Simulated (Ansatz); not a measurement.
# CH7AlSi (built from SMILES [CH3][AlH][SiH3]): search for a transition state, part 1 of 2

Aim: find the saddle point of a 1,1-elimination that is to form Si2–H3 and break Al1–Si2, Al1–H3, prove it by its vibrations, and relax downhill on both sides to see what it joins.

Method: PBE0-D4, def2-SVP first, then def2-TZVP; program: Ansatz 0.2.0, Gaussian basis.

115 further runs of the same task are left out: 1 that didn't finish, 114 set aside as unsound or not needed.

### 1 Where the work starts

The guess: 10 atoms, charge 0, spin multiplicity 1.

Atoms are counted from 1 here; the program's logs count them from 0.

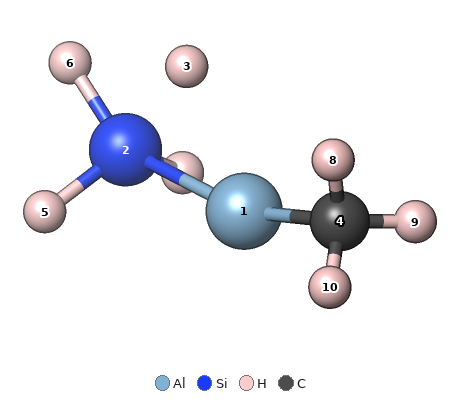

The starting geometry (aluminium light blue, silicon blue, hydrogen pink, carbon dark grey); atoms are numbered from 1 in the order of the file.

As a file:

```mol
CH7AlSi
  3D, bonds by distance, orders not assigned

 10  8  0  0  0  0  0  0  0  0999 V2000
   -0.3499   -0.3889   -0.1503 Al  0  0
    0.7839    1.4722   -1.2886 Si  0  0
    1.0153    1.0555    0.7032 H   0  0
   -0.9676   -1.7020    1.2332 C   0  0
   -0.4538    2.2168   -1.6240 H   0  0
    1.7641    2.6172   -1.1608 H   0  0
    1.4995    0.6400   -2.2899 H   0  0
   -0.7763   -1.3321    2.2525 H   0  0
   -0.4656   -2.6792    1.1563 H   0  0
   -2.0495   -1.8994    1.1684 H   0  0
  1  2  8  0
  1  4  8  0
  2  5  8  0
  2  6  8  0
  2  7  8  0
  4  8  8  0
  4  9  8  0
  4 10  8  0
M  END
```

Distances that are to change: Si2–H3 2.05 Å, Al1–Si2 2.46 Å, Al1–H3 2.16 Å.

### 2 Constrained relaxation of the guess

Contents of hold/in.yaml:

```yaml
crystal:
  periodic: [false, false, false]
  atoms:
    - {symbol: Al, position_ang: [-0.349900, -0.388900, -0.150300]}
    - {symbol: Si, position_ang: [0.783900, 1.472200, -1.288600]}
    - {symbol: H, position_ang: [1.015300, 1.055500, 0.703200]}
    - {symbol: C, position_ang: [-0.967600, -1.702000, 1.233200]}
    - {symbol: H, position_ang: [-0.453800, 2.216800, -1.624000]}
    - {symbol: H, position_ang: [1.764100, 2.617200, -1.160800]}
    - {symbol: H, position_ang: [1.499500, 0.640000, -2.289900]}
    - {symbol: H, position_ang: [-0.776300, -1.332100, 2.252500]}
    - {symbol: H, position_ang: [-0.465600, -2.679200, 1.156300]}
    - {symbol: H, position_ang: [-2.049500, -1.899400, 1.168400]}
basis:
  gaussian: {orbitals: def2-SVP}
hamiltonian: {xc: pbe0, dispersion: d4}
relax: {f_tol: 0.04, max_steps: 150, escape_saddle: false, constraints: [{distance: [1, 2]}, {distance: [0, 1]}, {distance: [0, 2]}]}
```

Run with:

```sh
$ ansatz run in.yaml --threads 2 --pin off --events-out ev --progress --plain --max-ram 4352MiB
```

Log, shortened:

```text
Functional definition: PBE0
  name "PBE0"
  cite "Adamo & Barone, J. Chem. Phys. 110, 6158 (1999) doi:10.1063/1.478522"
  cite "Perdew, Burke & Ernzerhof, Phys. Rev. Lett. 77, 3865 (1996) doi:10.1103/PhysRevLett.77.3865"
  parent pbe
[...]
893 factors; integrals over basis functions are off by at most 3.9e-4 eV
[...]
mean field -15609.24344056 eV, -573.6291161155 hartree, gradient 7.4e-5 eV, S^2 0.000000; 0 other end points of the search recorded, 0 dependent functions left out
[...]
reference -15609.24347208 eV, -573.6291172736 hartree; 20, 20 occupied and 65, 65 virtual orbitals, 893 factors
relax step   1: F+E_penalty+E_count = -15609.40718989 eV  Δ(F+E_penalty+E_count) = +0.000e0 eV  max|allowed force component| = 5.032e-1 eV/Å  Δτ_max = 0.0000 Å  (25 SCF iters, accepted)
[...]
relax step   5: F+E_penalty+E_count = -15609.72184997 eV  Δ(F+E_penalty+E_count) = -3.203e-2 eV  max|allowed force component| = 3.481e-1 eV/Å  Δτ_max = 0.1998 Å  (28 SCF iters, accepted)
[...]
relax step   9: F+E_penalty+E_count = -15609.93875559 eV  Δ(F+E_penalty+E_count) = -5.007e-2 eV  max|allowed force component| = 2.607e-1 eV/Å  Δτ_max = 0.1955 Å  (29 SCF iters, accepted)
[...]
relax step  13: F+E_penalty+E_count = -15609.96873898 eV  Δ(F+E_penalty+E_count) = -1.742e-3 eV  max|allowed force component| = 1.330e-1 eV/Å  Δτ_max = 0.0912 Å  (25 SCF iters, accepted)
[...]
  distance Si 1 - H 2 held at 2.048036 Å   reaction = -5.4160e-1 eV/Å
  distance Al 0 - Si 1 held at 2.458642 Å   reaction = +6.8373e-1 eV/Å
  distance Al 0 - H 2 held at 2.162990 Å   reaction = +1.7452e0 eV/Å
893 factors; integrals over basis functions are off by at most 6.8e-4 eV
[...]
mean field -15609.81014421 eV, -573.6499420905 hartree, gradient 2.9e-5 eV, S^2 0.000000; 1 other end points of the search recorded, 0 dependent functions left out
[...]
reference -15609.81017502 eV, -573.6499432228 hartree; 20, 20 occupied and 65, 65 virtual orbitals, 893 factors
Total energy: -15609.97477053 eV, -573.6559919961 hartree
Atom 0 at    -0.244377    -0.485856    -0.110279 Å, force     0.978751     1.990019     0.263706 eV/Å
Atom 1 at     0.764975     1.354333    -1.390840 Å, force    -0.242225    -0.509810    -0.182805 eV/Å
Atom 2 at     0.618683     1.345174     0.651944 Å, force    -0.732170    -1.478081    -0.073261 eV/Å
Atom 3 at    -0.923593    -1.684038     1.267427 Å, force     0.002531     0.001917    -0.013073 eV/Å
Atom 4 at    -0.071715     2.574308    -1.171982 Å, force     0.001859     0.001012     0.000818 eV/Å
Atom 5 at     2.208654     1.442260    -1.010719 Å, force    -0.001535    -0.000215    -0.000689 eV/Å
Atom 6 at     0.792104     1.192469    -2.903111 Å, force    -0.002059    -0.000325    -0.001595 eV/Å
Atom 7 at    -1.626137    -1.145285     1.923282 Å, force    -0.003327     0.002771    -0.000116 eV/Å
Atom 8 at    -0.086599    -2.029010     1.896885 Å, force     0.000742     0.002739     0.002418 eV/Å
Atom 9 at    -1.431894    -2.564255     0.847394 Å, force    -0.002568    -0.010026     0.004598 eV/Å
Dipole moment:    -0.331602    -0.634368     0.215974 e Å
```

Wall time 41 s (2 threads of Intel Xeon Platinum 8488C, shared host).

The steps of the relaxation: (the energy doesn't fall at every step)

```
step  energy from step 1 (eV)  largest force component (eV/Å)
   1                   0.0000                          0.5032
   2                  -0.1819                          0.3038
   3                  -0.2596                          0.2906
   4                  -0.2826                          0.1684
   5                  -0.3147                          0.3481
   6                  -0.3544                          0.5512
   7                  -0.4026                          0.7834
   8                  -0.4815                          0.6073
   9                  -0.5316                          0.2607
  10                  -0.4812                          0.6261
  11                  -0.5531                          0.2512
  12                  -0.5598                          0.0425
  13                  -0.5615                          0.1330
  14                  -0.5632                          0.0612
  15                  -0.5655                          0.0305
  16                  -0.5610                          0.3717
  17                  -0.5662                          0.0738
  18                  -0.5615                          0.2347
  19                  -0.5675                          0.0131
```

Distances of close pairs at the start and the end, largest changes first:

| bond | before (Å) | after (Å) | change (Å) |
| --- | --- | --- | --- |
| Al1–C4 | 2.005 | 1.948 | -0.057 |
| Si2–H7 | 1.486 | 1.521 | +0.035 |
| Si2–H6 | 1.513 | 1.495 | -0.017 |
| Si2–H5 | 1.483 | 1.495 | +0.013 |
| C4–H10 | 1.102 | 1.100 | -0.002 |
| C4–H9 | 1.101 | 1.103 | +0.001 |
| C4–H8 | 1.101 | 1.102 | +0.001 |
| Al1–Si2 | 2.459 | 2.459 | +0.000 |

### 3 A starting Hessian

Contents of hessian/in.yaml:

```yaml
crystal:
  periodic: [false, false, false]
  atoms:
    - {symbol: Al, position_ang: [-0.244377, -0.485856, -0.110279]}
    - {symbol: Si, position_ang: [0.764975, 1.354333, -1.390840]}
    - {symbol: H, position_ang: [0.618683, 1.345174, 0.651944]}
    - {symbol: C, position_ang: [-0.923593, -1.684038, 1.267427]}
    - {symbol: H, position_ang: [-0.071715, 2.574308, -1.171982]}
    - {symbol: H, position_ang: [2.208654, 1.442260, -1.010719]}
    - {symbol: H, position_ang: [0.792104, 1.192469, -2.903111]}
    - {symbol: H, position_ang: [-1.626137, -1.145285, 1.923282]}
    - {symbol: H, position_ang: [-0.086599, -2.029010, 1.896885]}
    - {symbol: H, position_ang: [-1.431894, -2.564255, 0.847394]}
basis:
  gaussian: {orbitals: def2-SVP}
hamiltonian: {xc: pbe0, dispersion: d4}
phonons: {}
scf: {lower_state_search: off}
```

Run with:

```sh
$ ansatz run in.yaml --threads 2 --pin off --events-out ev --progress --plain --max-ram 4352MiB
```

Log, shortened:

```text
[... 5 set-up lines as earlier in the session ...]
[...]
897 factors; integrals over basis functions are off by at most 2.6e-4 eV
[...]
mean field -15609.81014413 eV, -573.6499420873 hartree, gradient 4.9e-6 eV, S^2 0.000000; 0 other end points of the search recorded, 0 dependent functions left out
[...]
reference -15609.81017492 eV, -573.6499432189 hartree; 20, 20 occupied and 65, 65 virtual orbitals, 897 factors
[... from here to the last solve, the lines of the solves are left out (59 solves) ...]
897 factors; integrals over basis functions are off by at most 2.6e-4 eV
mean field -15609.81010485 eV, -573.6499406441 hartree, gradient 1.7e-6 eV, S^2 0.000000; 0 other end points of the search recorded, 0 dependent functions left out
[...]
reference -15609.81013565 eV, -573.6499417756 hartree; 20, 20 occupied and 65, 65 virtual orbitals, 897 factors
[...]
WARN: phonons: 3 modes above zero are rigid motions of the cell's bodies and no vibrations: the zero-point energy, free energy, entropy and heat capacity leave them out. With what each would have added to F at 1000 K, by the weight of its row in the mesh: 0.00 cm⁻¹ (-1.052 eV; rigid [...]
WARN: phonons: modes at or below zero, which the zero-point energy, F, S and C_V leave out: 1, the lowest at -436.70 cm⁻¹. A minimum has none, and a first-order saddle one
[...]
Atom 1 at     0.764975     1.354333    -1.390840 Å, force    -0.242205    -0.509808    -0.182856 eV/Å
Atom 2 at     0.618683     1.345174     0.651944 Å, force    -0.732187    -1.478119    -0.073263 eV/Å
Atom 3 at    -0.923593    -1.684038     1.267427 Å, force     0.002513     0.001921    -0.013055 eV/Å
Atom 4 at    -0.071715     2.574308    -1.171982 Å, force     0.001852     0.001026     0.000815 eV/Å
Atom 5 at     2.208654     1.442260    -1.010719 Å, force    -0.001546    -0.000210    -0.000672 eV/Å
Atom 6 at     0.792104     1.192469    -2.903111 Å, force    -0.002054    -0.000332    -0.001573 eV/Å
Atom 7 at    -1.626137    -1.145285     1.923282 Å, force    -0.003301     0.002766    -0.000113 eV/Å
Atom 8 at    -0.086599    -2.029010     1.896885 Å, force     0.000741     0.002736     0.002401 eV/Å
Atom 9 at    -1.431894    -2.564255     0.847394 Å, force    -0.002566    -0.010016     0.004596 eV/Å
Dipole moment:    -0.331602    -0.634369     0.215976 e Å
Vibrations: -436.70 81.63 111.21 197.81 336.12 384.99 622.29 643.01 669.96 684.65 807.26 829.38 863.80 1006.11 1025.56 1197.61 1409.25 1415.31 2072.63 2200.46 2225.64 3054.43 3158.10 3176.87 cm⁻¹, zero-point energy 1.746570 eV
Checks for a lower state left out: stability, starts, cluster_reference, orbital_swaps, neighbouring_geometries, increment
```

Wall time 81 s (2 threads of Intel Xeon Platinum 8488C, shared host).

The structure is not stationary yet, so these wavenumbers are no spectrum; the search needs only the force constants.

### 4 Saddle search in the small basis

The search itself is an outer loop (partitioned rational-function steps, Bofill update of the Hessian). Each step is one single-point run with forces. It stops when the largest force is under 0.04 eV/Å and the followed curvature is negative. The first step's input:

Contents of presaddle/in.yaml:

```yaml
crystal:
  periodic: [false, false, false]
  atoms:
    - {symbol: Al, position_ang: [-0.244377, -0.485856, -0.110279]}
    - {symbol: Si, position_ang: [0.764975, 1.354333, -1.390840]}
    - {symbol: H, position_ang: [0.618683, 1.345174, 0.651944]}
    - {symbol: C, position_ang: [-0.923593, -1.684038, 1.267427]}
    - {symbol: H, position_ang: [-0.071715, 2.574308, -1.171982]}
    - {symbol: H, position_ang: [2.208654, 1.442260, -1.010719]}
    - {symbol: H, position_ang: [0.792104, 1.192469, -2.903111]}
    - {symbol: H, position_ang: [-1.626137, -1.145285, 1.923282]}
    - {symbol: H, position_ang: [-0.086599, -2.029010, 1.896885]}
    - {symbol: H, position_ang: [-1.431894, -2.564255, 0.847394]}
basis:
  gaussian: {orbitals: def2-SVP}
hamiltonian: {xc: pbe0, dispersion: d4}
output: {forces: true}
scf: {lower_state_search: off}
```

Run with:

```sh
$ ansatz run in.yaml --threads 2 --pin off --events-out ev --progress --plain --max-ram 4352MiB
```

The driver's record:

```
step   energy (eV)  largest force (eV/Å)  followed curvature (eV/Å²)
   1  -15609.97477                1.9900                       -4.43
   2  -15610.00353                1.3267                       -4.75
   3  -15610.05795                0.6006                       -4.85
   4  -15610.13061                0.3001                       -4.92
   5  -15610.06736                1.0277                       -4.93
   6  -15610.11697                0.7727                       -4.90
   7  -15610.16700                0.2016                       -4.93
   8  -15610.16783                0.0828                       -4.87
   9  -15610.16719                0.1689                       -4.87
  10  -15610.16816                0.0440                       -4.87
  11  -15610.16815                0.1050                       -4.87
  12  -15610.16834                0.0373                       -4.87
```

The 12 steps took 18 s in all (2 threads of Intel Xeon Platinum 8488C, shared host).

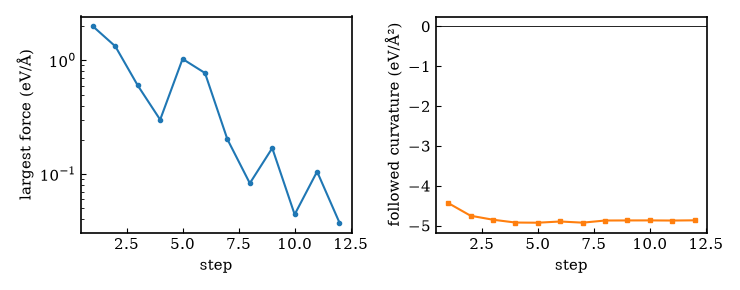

Largest force and followed curvature during the search.

### 5 Saddle search in triple zeta

A small driver takes partitioned rational-function steps: uphill along one mode, downhill along the rest. It calls the program once a step for energy and forces and updates the Hessian by Bofill's formula. It stops when the largest force is under 0.01 eV/Å and the followed curvature is negative. The first step's input:

Contents of saddle/in.yaml:

```yaml
crystal:
  periodic: [false, false, false]
  atoms:
    - {symbol: Al, position_ang: [-0.373018, -0.763883, -0.537199]}
    - {symbol: Si, position_ang: [0.749090, 1.332858, -1.237739]}
    - {symbol: H, position_ang: [0.371235, 0.710177, 0.319671]}
    - {symbol: C, position_ang: [-0.850911, -1.533354, 1.219245]}
    - {symbol: H, position_ang: [-0.066932, 2.550190, -0.919534]}
    - {symbol: H, position_ang: [2.182715, 1.435744, -0.808891]}
    - {symbol: H, position_ang: [0.817026, 1.312188, -2.747609]}
    - {symbol: H, position_ang: [-1.506045, -0.846742, 1.782263]}
    - {symbol: H, position_ang: [0.050030, -1.703639, 1.833094]}
    - {symbol: H, position_ang: [-1.373093, -2.493439, 1.096700]}
basis:
  gaussian: {orbitals: def2-TZVP}
hamiltonian: {xc: pbe0, dispersion: d4}
output: {forces: true}
scf: {lower_state_search: off}
```

Run with:

```sh
$ ansatz run in.yaml --threads 2 --pin off --events-out ev --progress --plain --max-ram 4352MiB
```

The driver's record:

```csv
step,energy (eV),largest force (eV/Å),followed curvature (eV/Å²)
1,-15616.48860,0.2451,-4.87
2,-15616.49484,0.0683,-4.76
3,-15616.49474,0.0732,-4.96
4,-15616.49512,0.0367,-4.96
5,-15616.49518,0.0696,-4.97
6,-15616.49542,0.0412,-5.07
7,-15616.49554,0.0257,-4.97
8,-15616.49561,0.0181,-4.93
9,-15616.49562,0.0287,-4.92
10,-15616.49567,0.0257,-4.98
11,-15616.49577,0.0354,-4.96
12,-15616.49603,0.0319,-4.96
13,-15616.49638,0.0337,-4.96
14,-15616.49671,0.0298,-4.95
15,-15616.49683,0.0253,-4.94
16,-15616.49690,0.0244,-4.95
17,-15616.49693,0.0140,-4.95
18,-15616.49697,0.0156,-4.95
19,-15616.49700,0.0043,-4.93
```

The 19 steps took 45 s in all (2 threads of Intel Xeon Platinum 8488C, shared host).

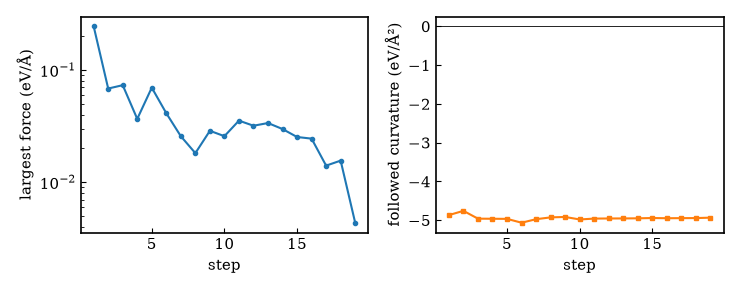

Largest force and followed curvature during the search.

Geometry at the end of the search:

```
atom    x (Å)    y (Å)    z (Å)
 Al1  -0.4030  -0.7084  -0.5134
 Si2   0.7696   1.3118  -1.2453
  H3   0.5153   0.6408   0.3263
  C4  -0.8699  -1.5206   1.2186
  H5  -0.1896   2.4088  -0.9318
  H6   2.1660   1.5938  -0.8008
  H7   0.8810   1.2911  -2.7446
  H8  -1.4418  -0.8156   1.8287
  H9   0.0358  -1.7748   1.7768
 H10  -1.4631  -2.4269   1.0855
```

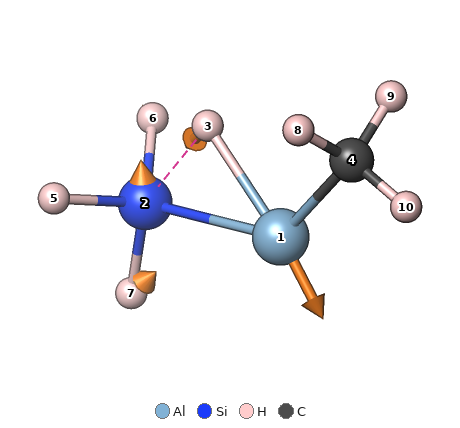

The point found; broken lines mark the pairs that react, arrows the followed mode.

### 6 Checking the order of the point

Contents of vib/in.yaml:

```yaml
crystal:
  periodic: [false, false, false]
  atoms:
    - {symbol: Al, position_ang: [-0.403025, -0.708377, -0.513442]}
    - {symbol: Si, position_ang: [0.769554, 1.311798, -1.245276]}
    - {symbol: H, position_ang: [0.515265, 0.640761, 0.326347]}
    - {symbol: C, position_ang: [-0.869853, -1.520610, 1.218572]}
    - {symbol: H, position_ang: [-0.189647, 2.408830, -0.931806]}
    - {symbol: H, position_ang: [2.165980, 1.593838, -0.800840]}
    - {symbol: H, position_ang: [0.881031, 1.291150, -2.744551]}
    - {symbol: H, position_ang: [-1.441845, -0.815614, 1.828734]}
    - {symbol: H, position_ang: [0.035787, -1.774822, 1.776782]}
    - {symbol: H, position_ang: [-1.463148, -2.426854, 1.085480]}
basis:
  gaussian: {orbitals: def2-TZVP}
hamiltonian: {xc: pbe0, dispersion: d4}
phonons: {temperatures: {t_min: 298.15, t_max: 900, t_step: 200}}
```

Run with:

```sh
$ ansatz run in.yaml --threads 2 --pin off --events-out ev --progress --plain --max-ram 4352MiB
```

Log, shortened:

```text
[... 5 set-up lines as earlier in the session ...]
[...]
1035 factors; their error is unknown
[...]
mean field -15616.35796661 eV, -573.8905701252 hartree, gradient 1.6e-5 eV, S^2 0.000000; 0 other end points of the search recorded, 0 dependent functions left out
[...]
reference -15616.35800064 eV, -573.8905713759 hartree; 20, 20 occupied and 127, 127 virtual orbitals, 1035 factors
[... from here to the last solve, the lines of the solves are left out (59 solves) ...]
1035 factors; their error is unknown
mean field -15616.35794751 eV, -573.8905694233 hartree, gradient 8.4e-7 eV, S^2 0.000000; 0 other end points of the search recorded, 0 dependent functions left out
[...]
WARN: phonons: modes at or below zero, which the zero-point energy, F, S and C_V leave out: 1, the lowest at -274.91 cm⁻¹. A minimum has none, and a first-order saddle one
[...]
Atom 2 at     0.515265     0.640761     0.326347 Å, force    -0.001862    -0.001026    -0.000415 eV/Å
Atom 3 at    -0.869853    -1.520610     1.218572 Å, force    -0.001478     0.000609    -0.002018 eV/Å
Atom 4 at    -0.189647     2.408830    -0.931806 Å, force    -0.001662     0.000945     0.001100 eV/Å
Atom 5 at     2.165980     1.593838    -0.800840 Å, force    -0.002489    -0.000904    -0.002336 eV/Å
Atom 6 at     0.881031     1.291150    -2.744551 Å, force     0.000040     0.000369     0.000455 eV/Å
Atom 7 at    -1.441845    -0.815614     1.828734 Å, force     0.001445    -0.000593    -0.001961 eV/Å
Atom 8 at     0.035787    -1.774822     1.776782 Å, force    -0.000239    -0.000176    -0.000091 eV/Å
Atom 9 at    -1.463148    -2.426854     1.085480 Å, force    -0.000696     0.000475     0.001807 eV/Å
Dipole moment:    -0.128915    -0.253768     0.197705 e Å
Vibrations: -274.91 107.90 135.92 175.06 260.62 461.72 583.04 635.06 703.53 768.55 832.73 939.44 1035.52 1157.20 1203.56 1336.54 1431.72 1441.88 2093.34 2180.00 2203.63 3042.73 3124.77 3142.06 cm⁻¹, zero-point energy 1.797556 eV
```

Run time: 2.2 min. Hardware: 2 threads of Intel Xeon Platinum 8488C, shared host.

The modes, with what each moves most:

| mode | wavenumber (cm⁻¹) | character |
| --- | --- | --- |
| 1 | 275i | changes Si2–H3, Al1–Si2, Al1–H3 |
| 2 | 108 | torsion with bend |
| 3 | 136 | torsion |
| 4 | 175 | torsion with bend |
| 5 | 261 | Al–Si stretch with bend |
| 6 | 462 | bend with Al–Si stretch |
| 7 | 583 | bend |
| 8 | 635 | Al–C stretch |
| 9 | 704 | bend |
| 10 | 769 | bend with torsion |
| 11 | 833 | torsion with bend |
| 12 | 939 | bend |
| 13 | 1036 | bend with torsion |
| 14 | 1157 | bend |
| 15 | 1204 | bend |
| 16 | 1337 | Al–H stretch |
| 17 | 1432 | bend |
| 18 | 1442 | bend |
| 19 | 2093 | Si–H stretch |
| 20 | 2180 | Si–H stretch |
| 21 | 2204 | Si–H stretch |
| 22 | 3043 | C–H stretch |
| 23 | 3125 | C–H stretch |
| 24 | 3142 | C–H stretch |

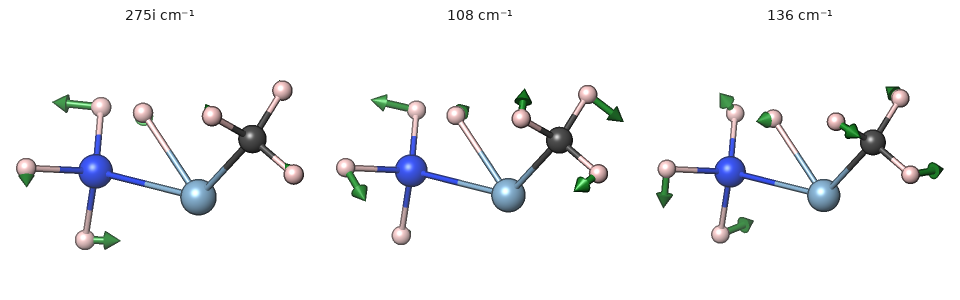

Displacements of 3 modes, as arrows.

Vibrational sums (real modes only):

| T (K) | entropy (J/mol/K) | heat capacity (J/mol/K) |
| --- | --- | --- |
| 298 | 54.0 | 60.8 |
| 498 | 93.6 | 94.6 |
| 698 | 129.6 | 118.4 |
| 898 | 161.6 | 135.3 |

(Continued in part 2 of 2.)
